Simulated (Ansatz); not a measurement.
# Decaying states in the gap of SrTiSeO2

Aim: relax a made-up compound, SrTiSeO2, and see how good a tunnel barrier it would be. It is built by putting Se for part of the O in the SrTiO3 structure of space group Pm-3m, with the volume rescaled by atomic radii. The parent structure comes from the Materials Project.

Method: PBEsol DFT, plane waves, PAW files, in the first sound run; inputs show where later runs differ, in Ansatz 0.2.0.

The structure was built from a prototype and need not be the compound's stable phase.

## Step 1: Set-up

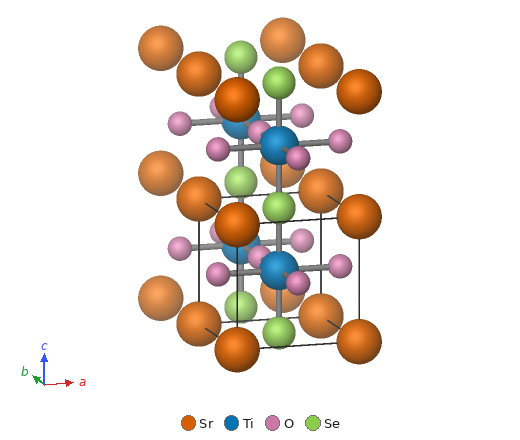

Start, viewed slightly off an axis; strontium orange, titanium blue, oxygen pink, selenium green. 1×2×2 cells are drawn. Some periodic images of atoms are drawn too.

## Step 2: Relaxing the new crystal

The substituted atoms don't fit the parent's cell, so cell and atoms relax together. A small smearing keeps the run stable in case the gap closes on the way.

File input.yaml:

```yaml
crystal:
  lattice:
    - [4.0977598622, 0.0, 0.0]
    - [0.0, 4.0977598622, 0.0]
    - [0.0, 0.0, 4.0977598622]
  atoms:
    - { symbol: Sr, position: [0.0, 0.0, 0.0] }
    - { symbol: Ti, position: [0.5, 0.5, 0.5] }
    - { symbol: O, position: [0.5, 0.0, 0.5] }
    - { symbol: Se, position: [0.5, 0.5, 0.0] }
    - { symbol: O, position: [0.0, 0.5, 0.5] }
kpoints:
  mp_grid: { grid: [6, 6, 6] }
scf:
  occupations: { method: gaussian, width: 0.03 }
hamiltonian:
  xc: pbesol
output:
  forces: true
  stress: true
relax:
  f_tol: 0.02
  max_steps: 60
  cell: {}
```

The run is started by

```
> ansatz run input.yaml --threads 2 --pin off --max-ram 4096MiB --backend cpu --events-out ev --progress --plain --runs-dir out
```

Numbers of over 12 decimals in the logs are rounded to 6 here.

Output:

```text
Engine: ansatz 0.2.0, aarch64-unknown-linux-gnu
Pseudopotentials: kind: paw
Pseudopotential: Sr, paw, valence charge 10, recommended cutoff 420 eV (normal), Sr.paw.azcp
Pseudopotential: Ti, paw, valence charge 12, recommended cutoff 420 eV (normal), Ti.paw.azcp
Pseudopotential: O, paw, valence charge 6, recommended cutoff 420 eV (normal), O.paw.azcp
Pseudopotential: Se, paw, valence charge 16, recommended cutoff 420 eV (normal), Se.paw.azcp
Functional definition: PBEsol
  exchange = pbesol_x
  correlation = pbesol_c
Crystal: 5 atoms, lattice volume = 68.808 Å³
Basis set: ecut = 420 eV, 1357 PW (Γ), exchange–correlation on 60×60×60 points (8 copies of the dense FFT grid, shifted against one another)
Bands: 30, of which v1, the nominal top of the filled ones, is band 25 counted from 1 (24 counted from 0)
Symmetry: 16 space group operations
Space group: P4/mmm (ITA 123), of the structure as read, at distance tolerance 4.1e-5 Å
k-points: 40 of 216
Non-local potential: Sr, projectors of the file, l = 0: 3, l = 1: 2, l = 2: 2
Non-local potential: Ti, projectors of the file, l = 0: 3, l = 1: 2, l = 2: 3, l = 3: 1
Non-local potential: O, projectors of the file, l = 0: 2, l = 1: 2, l = 2: 1
Non-local potential: Se, projectors of the file, l = 0: 2, l = 1: 2, l = 2: 3, l = 3: 1
PAW form: soft (Blöchl's): semilocal exchange-correlation on the pseudo side does not see the compensation charge
PAW frozen core: Sr, regenerated for the run's functional, and the local potential with it (the file was generated under x = pbe(κ = 0.804, μ = 0.219515), c = pbe(β = 0.066725))
PAW frozen core: Ti, regenerated for the run's functional, and the local potential with it (the file was generated under x = pbe(κ = 0.804, μ = 0.219515), c = pbe(β = 0.066725))
PAW frozen core: O, regenerated for the run's functional, and the local potential with it (the file was generated under x = pbe(κ = 0.804, μ = 0.219515), c = pbe(β = 0.066725))
PAW frozen core: Se, regenerated for the run's functional, and the local potential with it (the file was generated under x = pbe(κ = 0.804, μ = 0.219515), c = pbe(β = 0.066725))
PAW one-centre angular grid: Sr, 110 points (default); XC on 64 Gauss nodes
PAW one-centre angular grid: Ti, 590 points (default); XC on 64 Gauss nodes
PAW one-centre angular grid: O, 110 points (default); XC on 64 Gauss nodes
PAW one-centre angular grid: Se, 590 points (default); XC on 64 Gauss nodes
Initial density: superposition of atomic densities (neutral atoms: chi_scale 0, normalization atom), corrected by the library's trained network
Initial wavefunctions: pseudopotential atomic-orbital guess
Functional: x = pbesol(κ = 0.804, μ = 0.123457), c = pbesol(β = 0.046)
SCF iter   1: F=—  HF=-12515.513030 eV  |F-HF|=—  |Δ(HF+E_count)|=         —  Δρ=1.73e-2  dr2=2.13e-1  ethr=1.77e-3  ⟨swp⟩=7.4  Hψ=5703  notcnv=0
preconditioner: auto → Kerker (q_TF=auto, 2.587 Å⁻¹)  [metal: Δε(μ)=0.017 eV  Ē_g=11.337 eV  σ=0.030 eV  W_gap=0.30  n_scr=18 (ndim 8)  ℏωp=24.5 eV  f_vac=0.003  D(μ)=1.61/eV (n_scr^D=6)]
SCF iter   2: F=—  HF=-12515.489155 eV  |F-HF|=—  |Δ(HF+E_count)|=   2.39e-2  Δρ=6.95e-3  dr2=4.26e-2  ethr=4.25e-4  ⟨swp⟩=2.0  Hψ=1678  notcnv=0  defer=27
preconditioner: auto → Resta (q_TF=auto, 2.587 Å⁻¹)  ε∞=5.6  [insulator: Δε(μ)=0.042 eV  Ē_g=11.372 eV  σ=0.030 eV  W_gap=0.53  n_scr=18 (ndim 8)  ℏωp=24.5 eV  f_vac=0.004  D(μ)=1.75/eV (n_scr^D=6)  ε∞_Penn≈5.6]
SCF iter   3: F=—  HF=-12515.484056 eV  |F-HF|=—  |Δ(HF+E_count)|=   5.10e-3  Δρ=1.77e-3  dr2=3.21e-3  ethr=8.52e-5  ⟨swp⟩=2.0  Hψ=1628  notcnv=0  defer=36
SCF iter   4: F=—  HF=-12515.483594 eV  |F-HF|=—  |Δ(HF+E_count)|=   4.63e-4  Δρ=2.95e-4  dr2=6.07e-5  ethr=6.42e-6  ⟨swp⟩=2.0  Hψ=1639  notcnv=0  defer=36
SCF iter   5: F=—  HF=-12515.483526 eV  |F-HF|=—  |Δ(HF+E_count)|=   6.80e-5  Δρ=9.30e-5  dr2=9.40e-6  ethr=1.21e-7  ⟨swp⟩=2.0  Hψ=2129  notcnv=0  defer=36
SCF iter   6: F=—  HF=-12515.483524 eV  |F-HF|=—  |Δ(HF+E_count)|=   1.52e-6  Δρ=3.79e-5  dr2=2.35e-6  ethr=1.88e-8  ⟨swp⟩=2.0  Hψ=2041  notcnv=0  defer=36
SCF iter   7: F=—  HF=-12515.483523 eV  |F-HF|=—  |Δ(HF+E_count)|=   6.08e-7  Δρ=1.48e-5  dr2=3.34e-7  ethr=4.71e-9  ⟨swp⟩=2.0  Hψ=2078  notcnv=0  defer=36
SCF iter   8: F=-12515.483523 eV  HF=-12515.483523 eV  |F-HF|=6.60e-10  |Δ(HF+E_count)|=   3.79e-8  Δρ=2.79e-6  dr2=9.54e-9  ethr=2.00e-10  ⟨swp⟩=5.0  Hψ=4602  notcnv=0
SCF 1 converged in 8 iterations: F = -12515.483523 eV  dr2 = 9.54e-9
  greatest PAW one-centre occupation: 1.000 electrons in one spin orbital (limit 2), on the Se atom at site 3 (counted from 0), in its partial waves of l = 2
relax step   1: F+E_penalty+E_count = -12515.48352339 eV  Δ(F+E_penalty+E_count) = +0.000e0 eV  max|allowed force component| = 3.708e-29 eV/Å  Δτ_max = 0.0000 Å  P = +28.190 GPa  Ω = 68.808 Å³  (8 SCF iters, dr2 threshold 1.00e-7 eV, accepted)
Crystal: 5 atoms, lattice volume = 72.177 Å³
Basis set: ecut = 420 eV, 1399 PW (Γ), exchange–correlation on 60×60×60 points (8 copies of the dense FFT grid, shifted against one another)
Initial density: handed on by an earlier stage of this run
Initial wavefunctions: those handed on with the density
iter 1 solved again at ethr=4.76e-4 eV; its pass at ethr=3.10e-3 eV (dr2=2.38e-1 eV) is discarded
SCF iter   1: F=—  HF=-12516.936160 eV  |F-HF|=—  |Δ(HF+E_count)|=         —  Δρ=1.48e-2  dr2=2.40e-1  ethr=4.76e-4  ⟨swp⟩=1.0  Hψ=6414  notcnv=0
preconditioner: auto → Resta (q_TF=auto, 2.566 Å⁻¹)  ε∞=5.4  [insulator: Δε(μ)=0.379 eV  Ē_g=11.357 eV  σ=0.030 eV  W_gap=0.53  n_scr=18 (ndim 8)  ℏωp=23.9 eV  f_vac=0.008  D(μ)=0.42/eV (n_scr^D=0)  ε∞_Penn≈5.4]
SCF iter   2: F=—  HF=-12516.902710 eV  |F-HF|=—  |Δ(HF+E_count)|=   3.35e-2  Δρ=7.51e-3  dr2=6.81e-2  ethr=4.76e-4  ⟨swp⟩=2.1  Hψ=1511  notcnv=0  defer=1
SCF iter   3: F=—  HF=-12516.889431 eV  |F-HF|=—  |Δ(HF+E_count)|=   1.33e-2  Δρ=6.82e-4  dr2=2.11e-4  ethr=1.36e-4  ⟨swp⟩=2.9  Hψ=1875  notcnv=0  defer=2
SCF iter   4: F=—  HF=-12516.889463 eV  |F-HF|=—  |Δ(HF+E_count)|=   3.17e-5  Δρ=2.19e-4  dr2=4.37e-5  ethr=4.22e-7  ⟨swp⟩=2.0  Hψ=2446  notcnv=0  defer=2
SCF iter   5: F=—  HF=-12516.889380 eV  |F-HF|=—  |Δ(HF+E_count)|=   8.23e-5  Δρ=1.18e-4  dr2=1.16e-5  ethr=8.75e-8  ⟨swp⟩=2.0  Hψ=2140  notcnv=0  defer=2
SCF iter   6: F=—  HF=-12516.889382 eV  |F-HF|=—  |Δ(HF+E_count)|=   2.28e-6  Δρ=2.75e-5  dr2=5.72e-7  ethr=2.32e-8  ⟨swp⟩=2.0  Hψ=2141  notcnv=0  defer=4
SCF iter   7: F=-12516.889382 eV  HF=-12516.889382 eV  |F-HF|=1.43e-8  |Δ(HF+E_count)|=   1.66e-7  Δρ=6.97e-6  dr2=3.75e-8  ethr=1.00e-9  ⟨swp⟩=4.6  Hψ=4427  notcnv=0
SCF 2 converged in 7 iterations: F = -12516.889382 eV  dr2 = 3.75e-8
[...]
relax step   3: F+E_penalty+E_count = -12517.75389313 eV  Δ(F+E_penalty+E_count) = -8.645e-1 eV  max|allowed force component| = 4.788e-28 eV/Å  Δτ_max = 0.0000 Å  P = +8.129 GPa  Ω = 74.522 Å³  energy of the carried Pulay correction = -1.448e-2 eV  (7 SCF iters, dr2 threshold 5.00e-7 eV, accepted)
[... from here on, the SCF cycles and remarks between the steps are left out ...]
relax step   4: F+E_penalty+E_count = -12518.21803111 eV  Δ(F+E_penalty+E_count) = -4.641e-1 eV  max|allowed force component| = 1.720e-29 eV/Å  Δτ_max = 0.0000 Å  P = +3.352 GPa  Ω = 76.439 Å³  energy of the carried Pulay correction = -1.941e-2 eV  (8 SCF iters, dr2 threshold 5.00e-7 eV, accepted)
relax step   5: F+E_penalty+E_count = -12518.34971130 eV  Δ(F+E_penalty+E_count) = -1.317e-1 eV  max|allowed force component| = 5.206e-30 eV/Å  Δτ_max = 0.0000 Å  P = -0.517 GPa  Ω = 78.601 Å³  energy of the carried Pulay correction = -2.474e-2 eV  (8 SCF iters, dr2 threshold 5.00e-7 eV, accepted)
relax step   6: F+E_penalty+E_count = -12518.35082834 eV  Δ(F+E_penalty+E_count) = -1.117e-3 eV  max|allowed force component| = 6.942e-30 eV/Å  Δτ_max = 0.0000 Å  P = +0.061 GPa  Ω = 78.302 Å³  energy of the carried Pulay correction = -2.412e-2 eV  (6 SCF iters, dr2 threshold 5.00e-7 eV, accepted)
relax step   7: F+E_penalty+E_count = -12518.35076992 eV  Δ(F+E_penalty+E_count) = +5.842e-5 eV  max|allowed force component| = 1.363e-28 eV/Å  Δτ_max = 0.0000 Å  P = -0.000 GPa  Ω = 78.334 Å³  energy of the carried Pulay correction = -2.418e-2 eV  (6 SCF iters, dr2 threshold 1.46e-8 eV, accepted)
relax step   8: F+E_penalty+E_count = -12518.52814599 eV  Δ(F+E_penalty+E_count) = -1.774e-1 eV  max|allowed force component| = 4.607e-29 eV/Å  Δτ_max = 0.0000 Å  P = +2.463 GPa  Ω = 78.334 Å³  stress off target by 5.80e0 GPa  SCF on the basis re-selected at this cell (its energy is not comparable with the rows above)  (10 SCF iters)
relax step   9: F+E_penalty+E_count = -12518.56004562 eV  Δ(F+E_penalty+E_count) = -3.190e-2 eV  max|allowed force component| = 1.116e-29 eV/Å  Δτ_max = 0.0000 Å  P = +0.657 GPa  Ω = 79.882 Å³  energy of the carried Pulay correction = -3.530e-3 eV  (6 SCF iters, dr2 threshold 5.00e-7 eV, accepted)
relax step  10: F+E_penalty+E_count = -12518.56119298 eV  Δ(F+E_penalty+E_count) = -1.147e-3 eV  max|allowed force component| = 2.524e-29 eV/Å  Δτ_max = 0.0000 Å  P = -0.120 GPa  Ω = 80.637 Å³  energy of the carried Pulay correction = -5.461e-3 eV  (6 SCF iters, dr2 threshold 5.00e-7 eV, accepted)
relax step  11: F+E_penalty+E_count = -12518.56156809 eV  Δ(F+E_penalty+E_count) = -3.751e-4 eV  max|allowed force component| = 4.152e-28 eV/Å  Δτ_max = 0.0000 Å  P = +0.005 GPa  Ω = 80.522 Å³  energy of the carried Pulay correction = -5.158e-3 eV  (4 SCF iters, dr2 threshold 1.27e-7 eV, accepted)
relax step  12: F+E_penalty+E_count = -12518.56764776 eV  Δ(F+E_penalty+E_count) = -6.080e-3 eV  max|allowed force component| = 4.523e-28 eV/Å  Δτ_max = 0.0000 Å  P = +0.032 GPa  Ω = 80.522 Å³  stress off target by 1.40e-1 GPa  SCF on the basis re-selected at this cell (its energy is not comparable with the rows above)  (8 SCF iters)
relax step  13: F+E_penalty+E_count = -12518.56758495 eV  Δ(F+E_penalty+E_count) = +6.280e-5 eV  max|allowed force component| = 3.944e-30 eV/Å  Δτ_max = 0.0000 Å  P = -0.001 GPa  Ω = 80.568 Å³  energy of the carried Pulay correction = -9.302e-5 eV  (5 SCF iters, dr2 threshold 4.90e-8 eV, accepted)
iter 1 solved again at ethr=4.53e-7 eV; its pass at ethr=3.10e-3 eV (dr2=2.27e-4 eV) is discarded
SCF iter   1: F=—  HF=-12518.567850 eV  |F-HF|=—  |Δ(HF+E_count)|=         —  Δρ=9.08e-5  dr2=2.42e-7  ethr=4.53e-7  ⟨swp⟩=3.6  Hψ=8774  notcnv=0
eigensolver tolerance schedule: the retry pair's looser diagonalisation over-reported the residual by 935.59 of it (diagonalisation noise at 0.16 of the residual, at the tolerance the schedule requests for it); recorded, not acted on — ethr = c·dr2/N_el stays at c = 1.0e-1
preconditioner: auto → Resta (q_TF=auto, 2.520 Å⁻¹)  ε∞=5.5  [insulator: Δε(μ)=0.778 eV  Ē_g=10.696 eV  σ=0.030 eV  W_gap=1.00  n_scr=20 (ndim 8)  ℏωp=22.7 eV  f_vac=0.012  D(μ)=0.00/eV (n_scr^D=0)  ε∞_Penn≈5.5]
SCF iter   2: F=—  HF=-12518.567639 eV  |F-HF|=—  |Δ(HF+E_count)|=   2.11e-4  Δρ=4.71e-5  dr2=1.73e-7  ethr=4.84e-10  ⟨swp⟩=3.0  Hψ=2501  notcnv=0
SCF iter   3: F=—  HF=-12518.567644 eV  |F-HF|=—  |Δ(HF+E_count)|=   5.10e-6  Δρ=2.79e-5  dr2=4.58e-8  ethr=3.47e-10  ⟨swp⟩=2.0  Hψ=1563  notcnv=0
SCF iter   4: F=—  HF=-12518.567646 eV  |F-HF|=—  |Δ(HF+E_count)|=   2.47e-6  Δρ=9.96e-6  dr2=7.76e-9  ethr=9.16e-11  ⟨swp⟩=1.6  Hψ=1242  notcnv=0
SCF iter   5: F=—  HF=-12518.567647 eV  |F-HF|=—  |Δ(HF+E_count)|=   3.51e-7  Δρ=1.65e-6  dr2=9.07e-10  ethr=1.55e-11  ⟨swp⟩=1.8  Hψ=1259  notcnv=0
SCF iter   6: F=—  HF=-12518.567647 eV  |F-HF|=—  |Δ(HF+E_count)|=   6.00e-9  Δρ=2.76e-7  dr2=5.49e-11  ethr=1.81e-12  ⟨swp⟩=2.0  Hψ=1611  notcnv=0
SCF iter   7: F=-12518.567647 eV  HF=-12518.567647 eV  |F-HF|=9.09e-12  |Δ(HF+E_count)|=  1.82e-12  Δρ=1.29e-7  dr2=1.03e-11  ethr=1.00e-12  ⟨swp⟩=4.8  Hψ=4078  notcnv=0
SCF 14 converged in 7 iterations: F = -12518.567647 eV  dr2 = 1.03e-11
relax step  14: F+E_penalty+E_count = -12518.56764669 eV  Δ(F+E_penalty+E_count) = -6.174e-5 eV  max|allowed force component| = 5.995e-30 eV/Å  Δτ_max = 0.0000 Å  P = -0.000 GPa  Ω = 80.568 Å³  stress off target by 8.47e-3 GPa  SCF on the basis re-selected at this cell (its energy is not comparable with the rows above)  (7 SCF iters)
basis re-selected at this cell: Δ(F+E_penalty+E_count) = -6.174e-5 eV, ΔP = +0.000 GPa vs the last step (what re-selecting the basis moved, of the pressure what is left beyond the Pulay correction that the steps carried, after the strain that the cell walked since its last selection, with what the two solves' SCF thresholds leave and, on support functions, any second-order correction that the steps lacked; it is no m [...]
SCF converged after 7 iterations
Free energy (F): -12518.567647 eV
Harris-Foulkes:  -12518.567647 eV  (|F-HF|=9.09e-12)
Internal energy: -12518.567647 eV  (E = F + TS)
E sigma→0 (E₀):  -12518.567647 eV
Fermi energy:    9.715482 eV
--- Per-component energies (eV) ---
  E_band       = -609.624573
  E_kinetic    = 986.814509
  E_local      = -4619.474588  (includes V_loc(G=0)·N_el)
  E_nonlocal   = -290.013867
  E_hartree    = 1971.584097
  E_xc         = -521.126369
  E_vxc        = -572.960734  (∫ρ·V_xc dr)
  E_paw        = -5834.177691  (= ΣΔE_a)
  E_vpaw       = -57.162408  (= ΣTr[D̂ρ^β])
  E_aug_tail   = 0.004336  (compensation charges beyond the density's cutoff)
  E_ewald      = -4213.530832
  E_core_change = 1.352758  (= ΣΔE_core)
  E_smearing   = -0.000000  (= −TS)
  E_closure    = 0.000000  (closes the sum)
  Σ components = -12518.567647   (vs F -12518.567647, Δ=0.00e0)
--- Forces (eV/Å), atoms counted from 1 ---
  atom   1  Sr     0.00000000     0.00000000     0.00000000
  atom   2  Ti    -0.00000000     0.00000000     0.00000000
  atom   3  O      0.00000000     0.00000000     0.00000000
  atom   4  Se     0.00000000    -0.00000000     0.00000000
  atom   5  O      0.00000000    -0.00000000     0.00000000
  max |Σ_I F_I| component: 4.73e-30 eV/Å
--- Stress (GPa, compression-positive) ---
       -0.004675       0.000000       0.000000
        0.000000      -0.004675       0.000000
        0.000000       0.000000       0.008470
  P = ⅓ Tr σ = -0.0003 GPa (-0.003 kbar)
--- Relaxed structure (11 steps of the walk, 11 accepted, 3 SCFs on fresh bases) ---
  F+E_penalty+E_count = -12518.56764669 eV   max|allowed force component| = 5.995e-30 eV/Å   (the final SCF, on the basis selected at the relaxed cell)
  cell:  # Å, volume = 80.5680 Å³
    - [3.994252, 0, 0.0]
    - [0, 3.994252, 0.0]
    - [0.0, 0.0, 5.050007]
  atoms:
    - { symbol: Sr, position: [0, 0, 0.0] }
    - { symbol: Ti, position: [0.5, 0.5, 0.5] }
    - { symbol: O, position: [0.5, 0, 0.5] }
    - { symbol: Se, position: [0.5, 0.5, 0.0] }
    - { symbol: O, position: [0, 0.5, 0.5] }
```

The job ended after 35 s (2 threads of Arm Neoverse V2, shared host; peak memory 0.43 GiB).

The steps of the relaxation:

```
step  energy less that of the first step (eV)  largest force component (eV/Å)  pressure (GPa)  volume (Å³)
   1                                   0.0000                          0.0000           28.19        68.81
   2                                  -1.4059                          0.0000           15.73        72.18
   3                                  -2.2704                          0.0000            8.13        74.52
   4                                  -2.7345                          0.0000            3.35        76.44
   5                                  -2.8662                          0.0000           -0.52        78.60
   6                                  -2.8673                          0.0000            0.06        78.30
   7                                  -2.8672                          0.0000            0.00        78.33
  8*                                  -3.0446                          0.0000            2.46        78.33
   9                                  -3.0765                          0.0000            0.66        79.88
  10                                  -3.0777                          0.0000           -0.12        80.64
  11                                  -3.0780                          0.0000            0.00        80.52
 12*                                  -3.0841                          0.0000            0.03        80.52
  13                                  -3.0841                          0.0000            0.00        80.57
 14*                                  -3.0841                          0.0000            0.00        80.57
```

Relaxation steps marked * repeat the geometry before them on a plane-wave basis chosen anew for their cell, so energy and pressure can jump there.

Forces are held to the 16 operations that the run works with; a distortion that breaks them can't arise in this run.

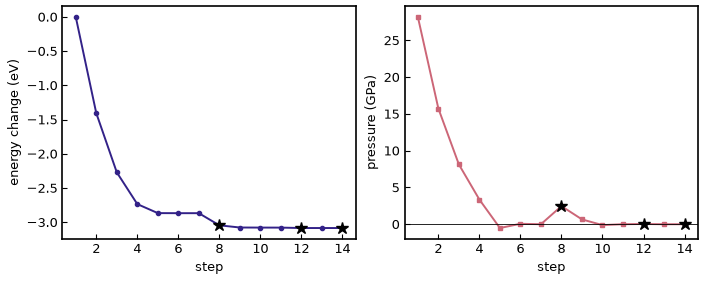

Energy and pressure along the relaxation. Stars mark steps on a basis chosen anew.

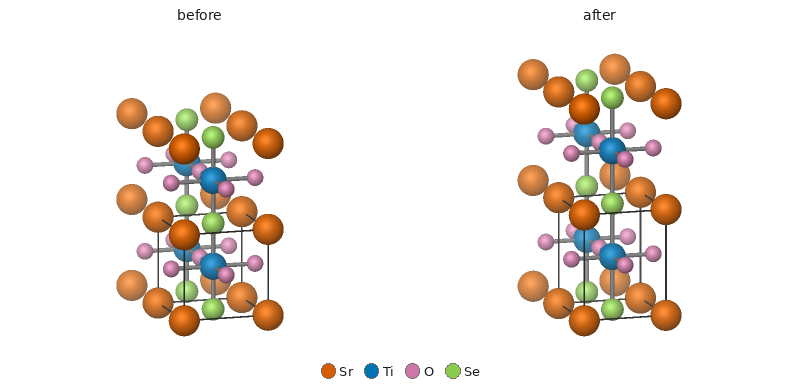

Before and after, at one scale.

```
     cell as run  before  after   change
           a (Å)   4.098  3.994   -2.5 %
           b (Å)   4.098  3.994   -2.5 %
           c (Å)   4.098  5.050  +23.2 %
volume (Å³/atom)   13.76  16.11  +17.1 %
```

Final coordinates:

```xyz
5
Lattice="3.9943 0.0000 0.0000 0.0000 3.9943 0.0000 0.0000 0.0000 5.0500" Properties=species:S:1:pos:R:3 pbc="T T T"
Sr    0.0000    0.0000    0.0000
Ti    1.9971    1.9971    2.5250
O     1.9971    0.0000    2.5250
Se    1.9971    1.9971    0.0000
O     0.0000    1.9971    2.5250
```

Numbers from this step:

```yaml
free_energy: -12518.5676 eV
fermi_energy: 9.715 eV
pressure: -2.93e-4 GPa
```

The largest force component on a free atom ends at 6.0e-30 eV/Å.

(Continued in part 2 of 3.)

[Logs are printed without paths, hosts, clocks, repeated set-up lines and the standing remarks that a program may print on its own settings, such as how far it seeks lower states.]

[Hosts, paths, dates, database ids (printed as entryN), source tags and the programs' standing remarks are cut or masked in the printed files.]
